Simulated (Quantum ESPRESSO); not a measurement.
Cost against accuracy: ecutwfc for La2SiO5 (P2_1/c, 32 atoms in the cell)

Cell: a = 9.2998 Å, b = 7.5701 Å, c = 7.0123 Å, α = 90.00°, β = 108.76°, γ = 90.00°.

Computed with LDA (PZ), GBRV 1.5 ultrasoft (LDA) pseudopotentials (plane waves; Quantum ESPRESSO 7.5).

Base settings: ecutwfc = 40 Ry; ecutrho = 200 Ry; occupations = fixed; potentials = {La: la_lda_v1.uspp.F.UPF, Si: si_lda_v1.uspp.F.UPF, O: o_lda_v1.2.uspp.F.UPF}; K_POINTS = automatic 2 2 2 0 0 0; nbnd = 120; conv_thr = 1e-10 Ry; mixing_beta = 0.4.

Misses are taken against the tightest run, 46 Ry (ecutrho: 200 Ry → 230 Ry), which need not be fully converged itself. The energy is the free energy per atom.

The count of work is k-points × plane waves × bands × iterations; it is no time, and leaves out set-up, grids and terms that scale otherwise. Core times come from one kind of shared machine and are given to one figure; runs under 30 s give none.

The starting cell comes from a database of computed structures (which also holds hypothetical and non-ambient phases and stackings), without a prior relaxation at this level. In the base run, with a pressure of about -5 GPa the cell is away from its equilibrium volume at this level.

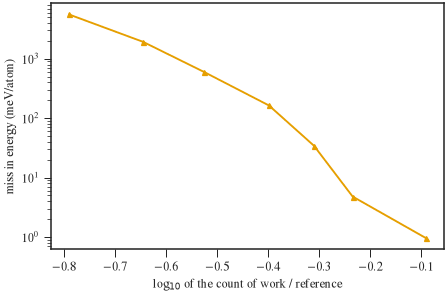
Figure: Miss against the count of work; the reference run is not drawn, and misses under 0.1 meV/atom are drawn there.

```csv
ecutwfc,energy less reference (meV/atom),pressure less reference (GPa),largest difference in the force on any atom (eV/Å),count of work / reference,core time / reference (rough)
16 Ry (ecutrho: 200 Ry → 80 Ry),5575.86,-159.52,1.574,0.16,0.2
20 Ry (ecutrho: 200 Ry → 100 Ry),1930.14,-76.99,0.152,0.23,0.3
24 Ry (ecutrho: 200 Ry → 120 Ry),602.34,-32.17,0.097,0.30,0.4
28 Ry (ecutrho: 200 Ry → 140 Ry),163.71,-11.73,0.046,0.40,0.4
32 Ry (ecutrho: 200 Ry → 160 Ry),34.25,-3.37,0.004,0.49,0.5
36 Ry (ecutrho: 200 Ry → 180 Ry),4.79,-0.55,0.002,0.58,0.7
40 Ry,0.95,0.10,0.001,0.81,0.8
46 Ry (ecutrho: 200 Ry → 230 Ry),0.00,0.00,0.000,1.0,1
```

Coarsest setting among those run that, with all tighter ones, holds the energy within 20 meV/atom of the reference: 36 Ry (ecutrho: 200 Ry → 180 Ry), off by 4.8 meV/atom; its saving against the reference is no more than about a factor of 2 in the count of work.

Coarsest setting among those run that, with all tighter ones, holds the energy within 2 meV/atom of the reference: 40 Ry, off by 0.95 meV/atom; its saving against the reference is no more than about a factor of 2 in the count of work.

The step from 20 Ry (ecutrho: 200 Ry → 100 Ry) to 36 Ry (ecutrho: 200 Ry → 180 Ry): it takes the miss in the energy from 1900 to 4.8 meV/atom, for 2.6 times the count of work and roughly 3 times the time.
